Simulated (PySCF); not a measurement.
C6H7NSi

Input

```
{"job": {"kind": "nmr", "xc": "PBE0", "basis": "pcSseg-1", "pop": false}, "charge": 0, "multiplicity": 1}
C      1.497500     0.325400    -1.430400
Si     0.595000    -0.431000     0.037700
C     -0.880300    -1.481300    -0.584100
C     -2.006700    -0.822100    -0.356500
C     -1.953700     0.375700     0.432800
C     -0.674200     0.731600     0.816400
C     -0.489900     1.801000     1.666300
N     -0.440000     2.665000     2.462000
H      0.802800     0.666200    -2.168300
H      2.179900    -0.424900    -1.975800
H      2.024800     1.204400    -1.056000
H      1.400400    -0.990500     1.151000
H     -0.784800    -2.417700    -1.055900
H     -2.956100    -1.164300    -0.807100
H     -2.819000     1.024000     0.606400
```

Launched as:

```sh
OMP_NUM_THREADS=1 python probes_run.py task.json out
```

Geometry: GFN2-xTB, MD frame at 250 fs, 300 K.

All numbers below come from PySCF, PBE0/pcSseg-1, SCF density, gas phase, non-relativistic.

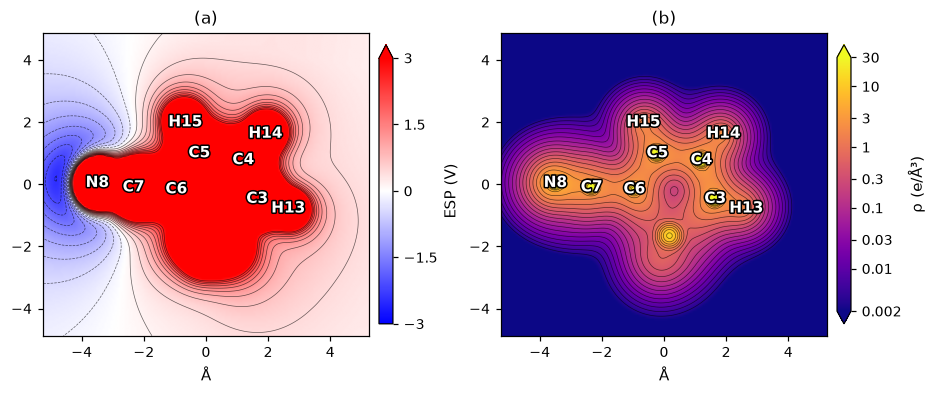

Figure 1. (a) molecular electrostatic potential; (b) electron density on the plane of atoms C3, C4 and H14.

What do the fields say about this system?

- The section cuts through C, N and H sites.
- C–N (1.18 Å): the density is about 3.3 e/Å³ at the midpoint.
- C–C (1.32 Å): ρ at the midpoint is about 2.3 e/Å³.
- C–H (1.05 Å): the density is about 2.1 e/Å³ at the midpoint.
- C–C (1.38 Å): ρ is about 2 e/Å³ halfway.
- C–C (1.44 Å): ρ is about 1.9 e/Å³ halfway.
- Outside the dense part of the molecule the potential is most negative (−2.4 V) near N8.

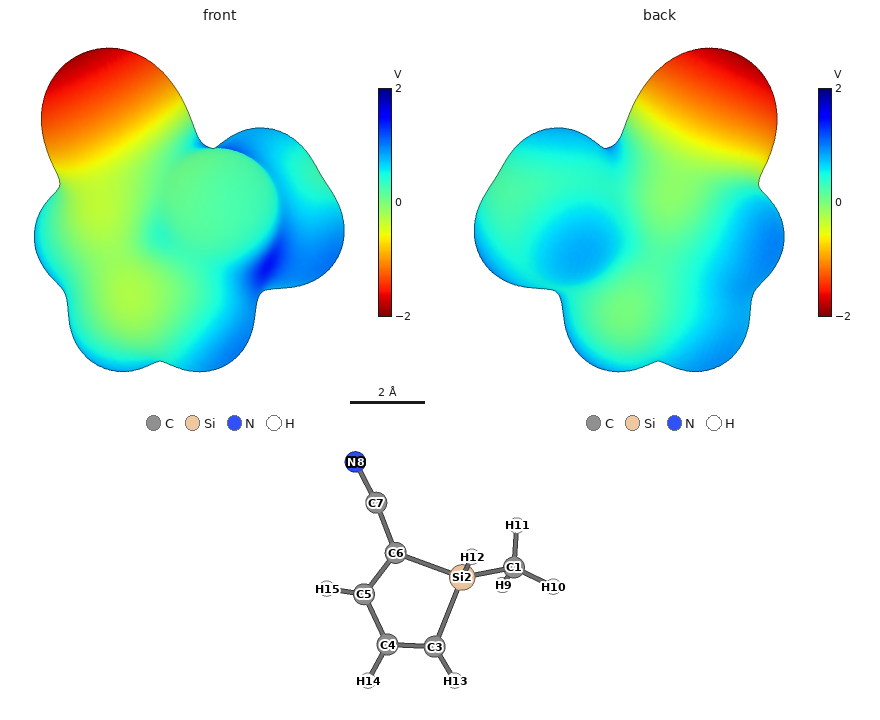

Figure 2. The electrostatic potential painted on the density surface at 0.001 e/bohr³, seen from the front and from behind; red is negative and blue positive. The bare structure is drawn below in the same view.

Where is the surface potential most negative and most positive?

The most negative region (about −1.8 V) lies over N8, the most positive (about +1.3 V) over Si2. N8 is the likeliest acceptor of a hydrogen bond.
